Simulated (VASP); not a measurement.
Energy against volume of Pt (fcc). Computed with PBE GGA, VASP's PBE PAW potentials (set 64) (plane waves; VASP 6.6.1).

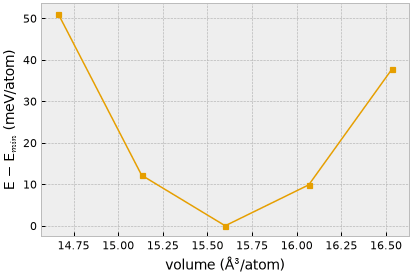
*Energy against volume*

Task: Estimate the equilibrium volume and the bulk modulus.

Result: The minimum lies near 15.6 Å³/atom, and the curvature gives B0 of about 250 GPa.

Measured: bulk modulus 289 GPa at 0 K (computed value off by -13.5 %), as given by H. Levämäki et al., Physical Review B (2014), arXiv:1402.3671 [corrected for temperature and zero-point phonon effects]; a 3.913 Å at 0 K (computed value off by +1.4 %), as given by Daniel Mejia-Rodriguez et al., Physical Review B (2018), arXiv:1807.09216 [static lattice: zero-point anharmonic expansion removed].

The compound is Pt in the fcc structure. It was relaxed first.
